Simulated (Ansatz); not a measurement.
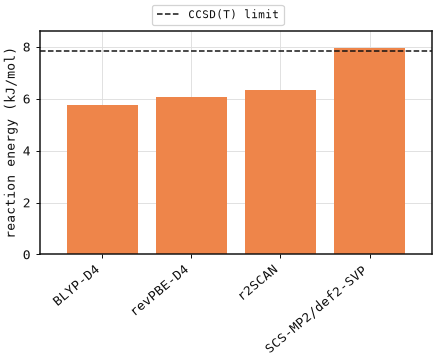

Electronic reaction energy of GeSiH₆S ([SiH3][S][GeH3]) + CH₄S (CS) → CH₆GeS (C[S][GeH3]) + SiH₄S ([SiH3]S) (SMILES in brackets) at several levels (functionals in def2-TZVPP unless a basis is named), isolated molecules at PBE0-D4 triple-zeta geometries, minima by their frequencies, no zero-point or thermal terms, the Ansatz code. The line is frozen-core CCSD(T) at the basis limit (MP2 extrapolated from triple and quadruple zeta, plus CCSD(T) less MP2 in a smaller set). No dispersion term is added to r2SCAN. The distance of SCS-MP2/def2-SVP to the limit includes basis error.

**What do zero-point energy and temperature add?**

Zero-point change −0.8 kJ/mol; at 298.15 K and 1 bar the CCSD(T) limit plus thermal terms gives an enthalpy of reaction of 6.5 and a free energy of 9.0 kJ/mol (harmonic PBE0-D4 modes, ideal gas).

**Which level comes closest to the line (CCSD(T) limit), and which misses most?**

Closest SCS-MP2/def2-SVP (8.0 kJ/mol), against 7.8 kJ/mol; farthest BLYP-D4 (5.8 kJ/mol).

Note: no scalar relativity up to krypton; outer-core shells are correlated without core-valence functions, which makes the correlated values less sure.
